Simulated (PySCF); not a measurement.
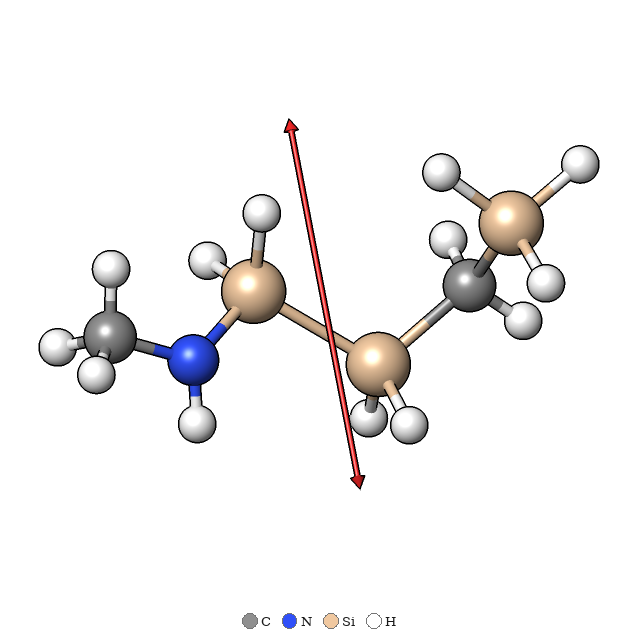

The double arrow shows the direction of the transition dipole to excited singlet state 4 (its length means nothing). Computed geometry: GFN2-xTB optimisation. No frequency run is at hand to confirm it as a minimum. Level of theory: TDDFT ωB97X-D/def2-SVPD, vertical, gas phase, core orbitals frozen in the response (PySCF 2.14.0).

Question. Where does the transition lie, and how strong is it?

Answer. 6.95 eV (178 nm), oscillator strength 0.024, mainly HOMO−1 → LUMO (weight 0.51); transition dipole 0.96 D.

The geometry is semi-empirical. Around Si such bond lengths and angles can be off by a tenth of an ångström or more and by several degrees, and values that hang on the shape move with them.
